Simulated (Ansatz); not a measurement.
| atom | x (Å) | y (Å) | z (Å) |
| --- | --- | --- | --- |
| C | -1.3173 | -1.5587 | 0.6845 |
| C | -0.2811 | -0.6819 | 0.7315 |
| Li | -2.2763 | 2.3647 | -0.4861 |
| Si | -0.3549 | 1.1230 | 0.2846 |
| H | -2.3210 | -1.2465 | 0.3633 |
| H | -1.2096 | -2.6143 | 0.9618 |
| H | 0.6870 | -1.0863 | 1.0660 |
| H | 1.0553 | 1.6212 | 0.5142 |

Geometry: r2SCAN-D4/def2-SVP.

Level of theory: Ansatz, isolated molecule in a Gaussian basis; Kohn-Sham density functional theory, functional PBE0.

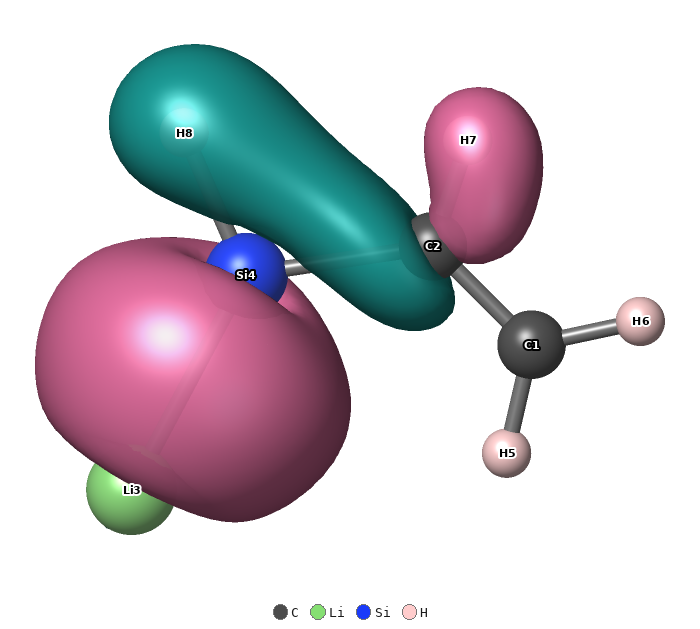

C$_{2}$H$_{4}$LiSi (SMILES [Li][SiH]C=C) (doublet). The HOMO (β) at ±0.1 Å⁻³ᐟ² (teal and pink are the two phases), seen across its widest extent.

What is the character of this orbital?

Answer. It lies mainly on Si4 (about 60 %), Li3 (about 15 %), H8 (about 10 %) and C2 (about 10 %); it is symmetric in the molecular plane (an in-plane orbital: σ, lone-pair or in-plane π type). Its energy is −5.97 eV.
